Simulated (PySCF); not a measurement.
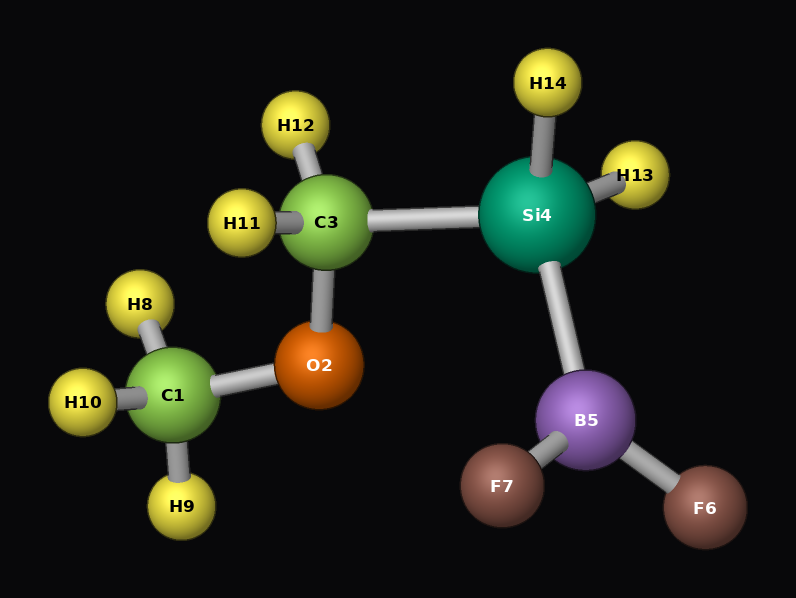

The geometry was computed by an optimisation with GFN2-xTB. No frequency run is at hand to confirm it as a minimum. Level of theory: GIAO PBE0/pcSseg-1 NMR shielding, non-relativistic, gas phase (PySCF 2.14.0). Principal shieldings σ11 ≤ σ22 ≤ σ33, span Ω = σ33 − σ11, skew κ = 3(σiso − σ22)/Ω.

Give the shielding tensors of the O atoms.

```
atom    σ11    σ22    σ33   σiso     Ω      κ
  O2  301.4  330.7  338.0  323.4  36.6  −0.60
```

Shieldings and span in ppm.

The geometry is semi-empirical. Around B, Si such bond lengths and angles can be off by a tenth of an ångström or more and by several degrees, and values that hang on the shape move with them.
